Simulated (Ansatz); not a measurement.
## NiSi: response to strain

Consider NiSi (space group Pnma, No. 62; non-magnetic).

```
CELL_PARAMETERS angstrom
      5.11890     0.00000     0.00000
      0.00000     3.34227     0.00000
      0.00000     0.00000     5.56343
ATOMIC_POSITIONS crystal
  Ni 0.50768 0.25000 0.68874
  Ni 0.00768 0.25000 0.81126
  Ni 0.49232 0.75000 0.31126
  Ni 0.99232 0.75000 0.18874
  Si 0.67882 0.25000 0.08342
  Si 0.17882 0.25000 0.41658
  Si 0.32118 0.75000 0.91658
  Si 0.82118 0.75000 0.58342
```

Cartesian axes are those of the cell as printed.

Strains are applied to the cell and any free atomic positions relax; under biaxial strain the out-of-plane vector relaxes too.

The values are results of r2SCAN, PAW, 500 eV (Ansatz, an electronic-structure program; no SOC), not measurements.

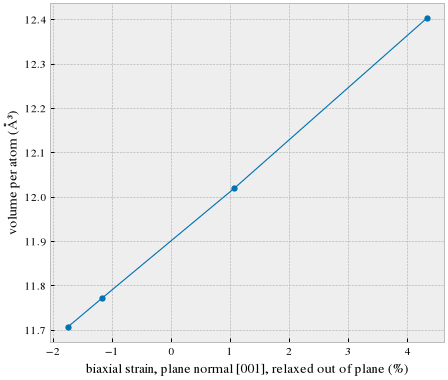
*Volume per atom against biaxial strain, plane normal [001], relaxed out of plane*

```json
[
 {"biaxial strain, plane normal [001], relaxed out of plane (%)": "-1.74", "volume per atom": "11.71 Å³"},
 {"biaxial strain, plane normal [001], relaxed out of plane (%)": "-1.17", "volume per atom": "11.77 Å³"},
 {"biaxial strain, plane normal [001], relaxed out of plane (%)": "1.07", "volume per atom": "12.02 Å³"},
 {"biaxial strain, plane normal [001], relaxed out of plane (%)": "4.33", "volume per atom": "12.40 Å³"}
]
```

Without a gap, meshes like the base's 9×14×9 leave anisotropic stresses uncertain by several tenths of a GPa, and small strain energies with them. Whether these cells are dynamically stable was not tested. Starting moments died away, wholly or in part, for the base; another magnetic solution may exist. All final runs are without spin polarisation.
